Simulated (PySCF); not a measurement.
```csv
atom,x (Å),y (Å),z (Å)
C,-4.1491,-0.0046,-0.5465
C,-2.8271,-0.3809,0.1133
C,-1.7588,0.6868,-0.0885
Si,-0.1358,0.2238,0.7590
N,0.7239,-1.0744,-0.0018
Si,2.0904,-0.1247,-0.4770
O,3.4343,-0.7184,0.1872
C,4.7416,-0.3066,-0.0578
N,1.2666,1.1698,0.3277
H,-4.0121,0.1399,-1.6161
H,-4.8918,-0.7857,-0.3978
H,-4.5345,0.9213,-0.1242
H,-2.9865,-0.5334,1.1829
H,-2.4705,-1.3250,-0.3024
H,-1.6001,0.8351,-1.1573
H,-2.1269,1.6327,0.3098
H,-0.2693,0.1162,2.2149
H,0.5924,-2.0663,0.0134
H,2.2405,0.0649,-1.9180
H,4.9459,0.6425,0.4431
H,5.4175,-1.0701,0.3296
H,4.9181,-0.1794,-1.1286
H,1.3865,2.1636,0.2799
```

Geometry: GFN2-xTB.

Computed with PBE0/pcSseg-1, SCF density, gas phase, non-relativistic in PySCF.

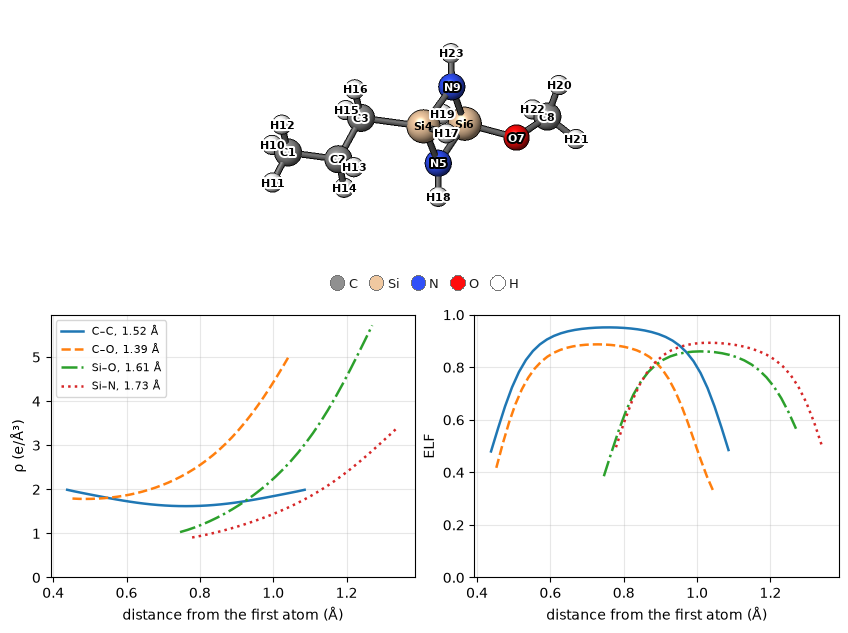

C₄H₁₄N₂OSi₂. Electron density and ELF along straight lines between neighbouring atoms. The curves leave out the atomic cores. The structure is drawn too.

Compare the contacts.

C–C (1.52 Å): ρ at the midpoint is about 1.6 e/Å³; the ELF peaks at about 0.95 between the atoms; localised, covalent bonding.
C–O (1.39 Å): ρ is about 2.1 e/Å³ halfway, with its minimum of 1.8 e/Å³ about 0.5 Å from C; the ELF peaks at about 0.90 between the atoms: a shared but strongly polarised pair.
Si–O (1.61 Å): ρ at the midpoint is about 1.2 e/Å³; the ELF peaks at about 0.85 between the atoms, as expected for a polar covalent bond.
Si–N (1.73 Å): ρ at the midpoint is about 1.1 e/Å³; the ELF peaks at about 0.90 between the atoms, as expected for a polar covalent bond.
